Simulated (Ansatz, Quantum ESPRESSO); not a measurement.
# Ballistic transmission: vacuum gap of 3.5 Å between two Li(100) faces, part 2 of 3

How well does the junction conduct in the ballistic limit? It is: vacuum gap of 3.5 Å between two Li(100) faces.

Quantum ESPRESSO 7.5; plane-wave DFT, LDA, GBRV ultrasoft pseudopotentials; cross-check by Ansatz 0.2.0 with PAW datasets.

So far. Step 2 (Ground state): The run needed 31 iterations to bring the estimated error under 1e-07 Ry; the largest force on any atom, held or free, is 0.27 eV/Å.

## Step 3: Transmission with pwcond.x

Level of this step: transmission by pwcond, lead and junction from one cell; plane-wave DFT, LDA, GBRV ultrasoft pseudopotentials (Quantum ESPRESSO).

prefixt takes both regions from one run: the lead from 0 to bdl, the scattering region from bdl to bds (units of alat). ikind = 1 puts the same lead on both sides. The program's T_tot counts both spins in a run without spin; the tables below give T per spin.

File cond.in:

```
&inputcond
  outdir = './out'
  prefixt = 'scf'
  tran_file = 'cond.dat'
  bdl = 2.0000000000
  bds = 8.5174418605
  ikind = 1
  ewind = 4.0
  epsproj = 1e-05
  nz1 = 7
  energy0 = 0.4
  denergy = -0.4
/
21
  0.00000000 0.00000000 0.01000000
  0.00000000 0.10000000 0.04000000
  0.00000000 0.20000000 0.04000000
  0.00000000 0.30000000 0.04000000
  0.00000000 0.40000000 0.04000000
  0.00000000 0.50000000 0.02000000
  0.10000000 0.10000000 0.04000000
  0.10000000 0.20000000 0.08000000
  0.10000000 0.30000000 0.08000000
  0.10000000 0.40000000 0.08000000
  0.10000000 0.50000000 0.04000000
  0.20000000 0.20000000 0.04000000
  0.20000000 0.30000000 0.08000000
  0.20000000 0.40000000 0.08000000
  0.20000000 0.50000000 0.04000000
  0.30000000 0.30000000 0.04000000
  0.30000000 0.40000000 0.08000000
  0.30000000 0.50000000 0.04000000
  0.40000000 0.40000000 0.04000000
  0.40000000 0.50000000 0.04000000
  0.50000000 0.50000000 0.01000000
3
```

On the command line:

```bash
$ OMP_NUM_THREADS=1 mpirun -n 2 pwcond.x -in cond.in > cond.out
```

What it wrote:

```text
[banner, memory and clock lines left out]
Program PWCOND v.7.5 starts

          URL

     ./out/scf.save/

     IMPORTANT: XC functional enforced from input :
     Exchange-correlation= PZ
                           (   1   1   0   0   0   0   0)
     Any further DFT definition will be discarded
     Please, verify this is what you really want

     Reading collected, re-writing distributed wavefunctions

===== INPUT FILE containing all the regions =====

     GEOMETRY:

     lattice parameter (alat)  =       6.5007  a.u.
     the volume                =    2339.8128 (a.u.)^3
     the cross section         =      42.2586 (a.u.)^2
     l of the unit cell        =       8.5174 (alat)
     number of atoms/cell      =           16
     number of atomic types    =            1

     crystal axes: (cart. coord. in units of alat)
               a(1) = (  1.0000  0.0000  0.0000 )
               a(2) = (  0.0000  1.0000  0.0000 )
               a(3) = (  0.0000  0.0000  8.5174 )

   Cartesian axes

     site n.     atom                  positions (alat units)
          1        Li     tau(  1)=(  0.0000  0.0000  8.5174  )
          2        Li     tau(  2)=(  0.5000  0.5000  0.5000  )
          3        Li     tau(  3)=(  0.0000  0.0000  1.0000  )
          4        Li     tau(  4)=(  0.5000  0.5000  1.5000  )
          5        Li     tau(  5)=(  0.0000  0.0000  2.0000  )
          6        Li     tau(  6)=(  0.5000  0.5000  2.5000  )
          7        Li     tau(  7)=(  0.0000  0.0000  3.0000  )
          8        Li     tau(  8)=(  0.5000  0.5000  3.5000  )
          9        Li     tau(  9)=(  0.0000  0.0000  4.5174  )
         10        Li     tau( 10)=(  0.5000  0.5000  5.0174  )
         11        Li     tau( 11)=(  0.0000  0.0000  5.5174  )
         12        Li     tau( 12)=(  0.5000  0.5000  6.0174  )
         13        Li     tau( 13)=(  0.0000  0.0000  6.5174  )
         14        Li     tau( 14)=(  0.5000  0.5000  7.0174  )
         15        Li     tau( 15)=(  0.0000  0.0000  7.5174  )
         16        Li     tau( 16)=(  0.5000  0.5000  8.0174  )

     nr1s                      =           27
     nr2s                      =           27
     nr3s                      =          225
     nr1sx                     =           27
     nr2sx                     =           27
     nr3sx                     =          225
     nr1                       =           30
     nr2                       =           30
     nr3                       =          250
     nr1x                      =           30
     nr2x                      =           30
     nr3x                      =          250

 _______________________________
  Radii of nonlocal spheres:

     type       ibeta     ang. mom.          radius (alat units)
       Li         1         0                    0.3102
       Li         2         0                    0.3102
       Li         3         0                    0.3102
       Li         4         1                    0.3102
       Li         5         1                    0.3102
----- General information -----

--- T calc. with identical leads (ikind=1) ---

     nrx                       =           27
     nry                       =           27
     nz1                       =            7

     energy0               =         4.0E-01
     denergy               =        -4.0E-01
     nenergy               =          3
     ecut2d                =         4.0E+01
     ewind                 =         4.0E+00
     epsproj               =         1.0E-05

     number of k_|| points=   21
                       cryst. coord.
        k(    1) = (   0.0000000   0.0000000), wk =   0.0100000
        k(    2) = (   0.0000000   0.1000000), wk =   0.0400000
        k(    3) = (   0.0000000   0.2000000), wk =   0.0400000
        k(    4) = (   0.0000000   0.3000000), wk =   0.0400000
        k(    5) = (   0.0000000   0.4000000), wk =   0.0400000
        k(    6) = (   0.0000000   0.5000000), wk =   0.0200000
        k(    7) = (   0.1000000   0.1000000), wk =   0.0400000
        k(    8) = (   0.1000000   0.2000000), wk =   0.0800000
        k(    9) = (   0.1000000   0.3000000), wk =   0.0800000
        k(   10) = (   0.1000000   0.4000000), wk =   0.0800000
        k(   11) = (   0.1000000   0.5000000), wk =   0.0400000
        k(   12) = (   0.2000000   0.2000000), wk =   0.0400000
        k(   13) = (   0.2000000   0.3000000), wk =   0.0800000
        k(   14) = (   0.2000000   0.4000000), wk =   0.0800000
        k(   15) = (   0.2000000   0.5000000), wk =   0.0400000
        k(   16) = (   0.3000000   0.3000000), wk =   0.0400000
        k(   17) = (   0.3000000   0.4000000), wk =   0.0800000
        k(   18) = (   0.3000000   0.5000000), wk =   0.0400000
        k(   19) = (   0.4000000   0.4000000), wk =   0.0400000
        k(   20) = (   0.4000000   0.5000000), wk =   0.0400000
        k(   21) = (   0.5000000   0.5000000), wk =   0.0100000
----- Information about left/right lead -----

     nocros                   =            9
     noins                    =           27
     norb                     =           45
     norbf                    =          117
     nrz                      =           53

      iorb      type   ibeta   ang. mom.   m       position (alat)
        1        1       1        0        1   taunew(   1)=(  0.0000  0.0000  0.0000)
        2        1       2        0        1   taunew(   2)=(  0.0000  0.0000  0.0000)
        3        1       3        0        1   taunew(   3)=(  0.0000  0.0000  0.0000)
        4        1       4        1        1   taunew(   4)=(  0.0000  0.0000  0.0000)
        5        1       4        1        2   taunew(   5)=(  0.0000  0.0000  0.0000)
        6        1       4        1        3   taunew(   6)=(  0.0000  0.0000  0.0000)
        7        1       5        1        1   taunew(   7)=(  0.0000  0.0000  0.0000)
        8        1       5        1        2   taunew(   8)=(  0.0000  0.0000  0.0000)
        9        1       5        1        3   taunew(   9)=(  0.0000  0.0000  0.0000)
       10        1       1        0        1   taunew(  10)=(  0.5000  0.5000  0.5000)
       11        1       2        0        1   taunew(  11)=(  0.5000  0.5000  0.5000)
       12        1       3        0        1   taunew(  12)=(  0.5000  0.5000  0.5000)
       13        1       4        1        1   taunew(  13)=(  0.5000  0.5000  0.5000)
       14        1       4        1        2   taunew(  14)=(  0.5000  0.5000  0.5000)
       15        1       4        1        3   taunew(  15)=(  0.5000  0.5000  0.5000)
       16        1       5        1        1   taunew(  16)=(  0.5000  0.5000  0.5000)
[...]
65        1       2        0        1   taunew(  65)=(  0.5000  0.5000  4.0174)
       66        1       3        0        1   taunew(  66)=(  0.5000  0.5000  4.0174)
       67        1       4        1        1   taunew(  67)=(  0.5000  0.5000  4.0174)
       68        1       4        1        2   taunew(  68)=(  0.5000  0.5000  4.0174)
       69        1       4        1        3   taunew(  69)=(  0.5000  0.5000  4.0174)
       70        1       5        1        1   taunew(  70)=(  0.5000  0.5000  4.0174)
       71        1       5        1        2   taunew(  71)=(  0.5000  0.5000  4.0174)
       72        1       5        1        3   taunew(  72)=(  0.5000  0.5000  4.0174)
       73        1       1        0        1   taunew(  73)=(  0.0000  0.0000  4.5174)
       74        1       2        0        1   taunew(  74)=(  0.0000  0.0000  4.5174)
       75        1       3        0        1   taunew(  75)=(  0.0000  0.0000  4.5174)
       76        1       4        1        1   taunew(  76)=(  0.0000  0.0000  4.5174)
       77        1       4        1        2   taunew(  77)=(  0.0000  0.0000  4.5174)
       78        1       4        1        3   taunew(  78)=(  0.0000  0.0000  4.5174)
       79        1       5        1        1   taunew(  79)=(  0.0000  0.0000  4.5174)
       80        1       5        1        2   taunew(  80)=(  0.0000  0.0000  4.5174)
       81        1       5        1        3   taunew(  81)=(  0.0000  0.0000  4.5174)
       82        1       1        0        1   taunew(  82)=(  0.5000  0.5000  5.0174)
       83        1       2        0        1   taunew(  83)=(  0.5000  0.5000  5.0174)
       84        1       3        0        1   taunew(  84)=(  0.5000  0.5000  5.0174)
       85        1       4        1        1   taunew(  85)=(  0.5000  0.5000  5.0174)
       86        1       4        1        2   taunew(  86)=(  0.5000  0.5000  5.0174)
       87        1       4        1        3   taunew(  87)=(  0.5000  0.5000  5.0174)
       88        1       5        1        1   taunew(  88)=(  0.5000  0.5000  5.0174)
       89        1       5        1        2   taunew(  89)=(  0.5000  0.5000  5.0174)
       90        1       5        1        3   taunew(  90)=(  0.5000  0.5000  5.0174)
       91        1       1        0        1   taunew(  91)=(  0.0000  0.0000  5.5174)
       92        1       2        0        1   taunew(  92)=(  0.0000  0.0000  5.5174)
       93        1       3        0        1   taunew(  93)=(  0.0000  0.0000  5.5174)
       94        1       4        1        1   taunew(  94)=(  0.0000  0.0000  5.5174)
       95        1       4        1        2   taunew(  95)=(  0.0000  0.0000  5.5174)
       96        1       4        1        3   taunew(  96)=(  0.0000  0.0000  5.5174)
       97        1       5        1        1   taunew(  97)=(  0.0000  0.0000  5.5174)
       98        1       5        1        2   taunew(  98)=(  0.0000  0.0000  5.5174)
       99        1       5        1        3   taunew(  99)=(  0.0000  0.0000  5.5174)
      100        1       1        0        1   taunew( 100)=(  0.5000  0.5000  6.0174)
      101        1       2        0        1   taunew( 101)=(  0.5000  0.5000  6.0174)
      102        1       3        0        1   taunew( 102)=(  0.5000  0.5000  6.0174)
      103        1       4        1        1   taunew( 103)=(  0.5000  0.5000  6.0174)
      104        1       4        1        2   taunew( 104)=(  0.5000  0.5000  6.0174)
      105        1       4        1        3   taunew( 105)=(  0.5000  0.5000  6.0174)
      106        1       5        1        1   taunew( 106)=(  0.5000  0.5000  6.0174)
      107        1       5        1        2   taunew( 107)=(  0.5000  0.5000  6.0174)
      108        1       5        1        3   taunew( 108)=(  0.5000  0.5000  6.0174)
      109        1       1        0        1   taunew( 109)=(  0.0000  0.0000  6.5174)
      110        1       2        0        1   taunew( 110)=(  0.0000  0.0000  6.5174)
      111        1       3        0        1   taunew( 111)=(  0.0000  0.0000  6.5174)
      112        1       4        1        1   taunew( 112)=(  0.0000  0.0000  6.5174)
      113        1       4        1        2   taunew( 113)=(  0.0000  0.0000  6.5174)
      114        1       4        1        3   taunew( 114)=(  0.0000  0.0000  6.5174)
      115        1       5        1        1   taunew( 115)=(  0.0000  0.0000  6.5174)
      116        1       5        1        2   taunew( 116)=(  0.0000  0.0000  6.5174)
      117        1       5        1        3   taunew( 117)=(  0.0000  0.0000  6.5174)
 ngper, shell number =          137          22
 ngper, n2d =          137          51
---  E-Ef =    0.4000000  k =    0.0000000   0.0000000
---  ie =          1  ik =          1
 Nchannels of the left tip =            1
 Right moving states:
   k1(2pi/a)   k2(2pi/a)   E-Ef (eV)
   0.2808394   0.0000032   0.4000000
 Left moving states:
   k1(2pi/a)   k2(2pi/a)   E-Ef (eV)
  -0.2808394   0.0000032   0.4000000

 to transmit
 Band j to band i transmissions and reflections:
    j         i     |T_ij|^2    |R_ij|^2

    1 -->     1     0.96585     0.03415
   Total T_j, R_j =    0.96585  0.03415

E-Ef(ev), T(x2 spins) =    0.4000000   1.9317026
---  E-Ef =    0.0000000  k =    0.0000000   0.0000000
---  ie =          2  ik =          1
 Nchannels of the left tip =            1
 Right moving states:
   k1(2pi/a)   k2(2pi/a)   E-Ef (eV)
   0.2157229   0.0000035   0.0000000
 Left moving states:
   k1(2pi/a)   k2(2pi/a)   E-Ef (eV)
  -0.2157229   0.0000035   0.0000000

 to transmit
 Band j to band i transmissions and reflections:
    j         i     |T_ij|^2    |R_ij|^2

    1 -->     1     0.98768     0.01232
   Total T_j, R_j =    0.98768  0.01232

E-Ef(ev), T(x2 spins) =    0.0000000   1.9753643
---  E-Ef =   -0.4000000  k =    0.0000000   0.0000000
---  ie =          3  ik =          1
 Nchannels of the left tip =            1
 Right moving states:
   k1(2pi/a)   k2(2pi/a)   E-Ef (eV)
   0.1466638   0.0000038  -0.4000000
 Left moving states:
   k1(2pi/a)   k2(2pi/a)   E-Ef (eV)
  -0.1466638   0.0000038  -0.4000000

 to transmit
 Band j to band i transmissions and reflections:
    j         i     |T_ij|^2    |R_ij|^2

    1 -->     1     0.99978     0.00022
   Total T_j, R_j =    0.99978  0.00022

E-Ef(ev), T(x2 spins) =   -0.4000000   1.9995629
 ngper, shell number =          137          70
 ngper, n2d =          137          53
[... further energies and points left out ...]
---  E-Ef =    0.4000000  k =    0.5000000   0.5000000
---  ie =          1  ik =         21
 Nchannels of the left tip =            2
 Right moving states:
   k1(2pi/a)   k2(2pi/a)   E-Ef (eV)
   0.2597527  -0.0000004   0.4000000
   0.2597527  -0.0000004   0.4000000
 Left moving states:
   k1(2pi/a)   k2(2pi/a)   E-Ef (eV)
  -0.2597527  -0.0000004   0.4000000
  -0.2597527  -0.0000004   0.4000000

 to transmit
 Band j to band i transmissions and reflections:
    j         i     |T_ij|^2    |R_ij|^2

    1 -->     1     0.02926     0.07274
    1 -->     2     0.00000     0.89799
   Total T_j, R_j =    0.02926  0.97074

    2 -->     1     0.00000     0.89799
    2 -->     2     0.02926     0.07274
   Total T_j, R_j =    0.02926  0.97074

E-Ef(ev), T(x2 spins) =    0.4000000   0.1170594
---  E-Ef =    0.0000000  k =    0.5000000   0.5000000
---  ie =          2  ik =         21
 Nchannels of the left tip =            0
 Right moving states:
   k1(2pi/a)   k2(2pi/a)   E-Ef (eV)
 Left moving states:
   k1(2pi/a)   k2(2pi/a)   E-Ef (eV)

 to transmit
          E-Ef(ev), T =    0.0000000   0.0000000
---  E-Ef =   -0.4000000  k =    0.5000000   0.5000000
---  ie =          3  ik =         21
 Nchannels of the left tip =            0
 Right moving states:
   k1(2pi/a)   k2(2pi/a)   E-Ef (eV)
 Left moving states:
   k1(2pi/a)   k2(2pi/a)   E-Ef (eV)

 to transmit
          E-Ef(ev), T =   -0.4000000   0.0000000
   T_tot     0.40000      0.14315E+01
   T_tot     0.00000      0.12778E+01
   T_tot    -0.40000      0.10596E+01

Note: The following floating-point exceptions are signalling: IEEE_UNDERFLOW_FLAG
Note: The following floating-point exceptions are signalling: IEEE_UNDERFLOW_FLAG
```

It took 1.8 min on 2 MPI ranks of Arm Neoverse N1, shared host; peak memory 0.12 GiB.

Read from the output:

| Quantity | Value |
| --- | --- |
| lead channels at the Fermi level, one spin | 1.290 |
| transmission at the Fermi level, one spin | 0.6389 |
| conductance | 0.6389 G₀ |

Per spin; mean over the k mesh across the current. Table of open channels, zone mean by energy, zero at the Fermi level:

| energy (eV) | open channels, zone mean |
| --- | --- |
| -0.400 | 1.09 |
| 0.000 | 1.29 |
| 0.400 | 1.27 |

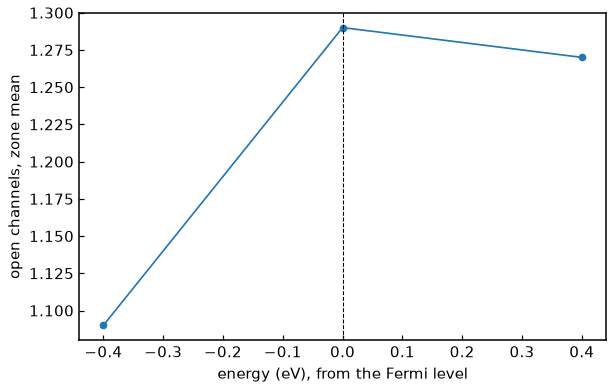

Open channels, zone mean, plotted against energy.

Per spin; mean over the k mesh across the current. Transmission, zone mean against energy, zero at the Fermi level:

| energy (eV) | transmission, zone mean |
| --- | --- |
| -0.400 | 0.530 |
| 0.000 | 0.639 |
| 0.400 | 0.716 |

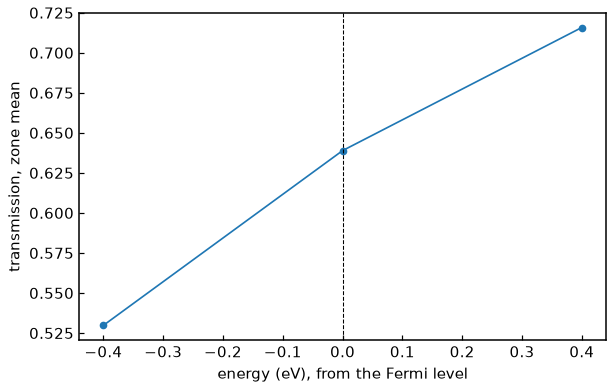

Transmission, zone mean against energy.

At 0.000 eV; k in fractions of b1, b2. Transmission by k point:

| k1 | k2 | weight | t | channels |
| --- | --- | --- | --- | --- |
| 0 | 0 | 0.01 | 0.9877 | 1 |
| 0 | 0.1 | 0.04 | 0.9939 | 1 |
| 0 | 0.2 | 0.04 | 0.9994 | 1 |
| 0 | 0.3 | 0.04 | 0.9552 | 1 |
| 0 | 0.4 | 0.04 | 0.8544 | 2 |
| 0 | 0.5 | 0.02 | 0.3965 | 2 |
| 0.1 | 0.1 | 0.04 | 0.9981 | 1 |
| 0.1 | 0.2 | 0.08 | 0.9954 | 1 |
| 0.1 | 0.3 | 0.08 | 0.9262 | 1 |
| 0.1 | 0.4 | 0.08 | 0.7051 | 2 |
| 0.1 | 0.5 | 0.04 | 0.351 | 2 |
| 0.2 | 0.2 | 0.04 | 0.9577 | 1 |
| 0.2 | 0.3 | 0.08 | 0.8187 | 1 |
| 0.2 | 0.4 | 0.08 | 0.473 | 1 |
| 0.2 | 0.5 | 0.04 | 0.2701 | 2 |
| 0.3 | 0.3 | 0.04 | 0.5674 | 1 |
| 0.3 | 0.4 | 0.08 | 0.2446 | 1 |
| 0.3 | 0.5 | 0.04 | 0.1609 | 2 |
| 0.4 | 0.4 | 0.04 | 0.08634 | 1 |
| 0.4 | 0.5 | 0.04 | 0.007217 | 2 |
| 0.5 | 0.5 | 0.01 | 0 | 0 |

The program's own clock; routines nest. Time by routine:

| routine | wall time (s) | calls |
| --- | --- | --- |
| PWCOND | 108.8 | 1 |
| scatter_forw | 87.05 | 126 |
| local | 17.19 | 21 |
| compbs | 3.32 | 63 |
| compbs_2 | 2.78 | 63 |
| init | 0.4 | 1 |
| poten | 0.05 | 1 |

At no point does T exceed the number of channels.

(Part 2 of 3 ends here.)

[Logs are printed without paths, hosts, clocks, repeated set-up lines and the standing remarks that a program may print on its own settings, such as how far it seeks lower states.]

[Hosts, paths, dates, database ids (printed as entryN), source tags and the programs' standing remarks are cut or masked in the printed files.]

[Maps of the electrostatic potential energy from Ansatz leave out the sawtooth potential of an applied field or a dipole correction, so their vacuum need not be flat; planar profiles and work functions include it.]
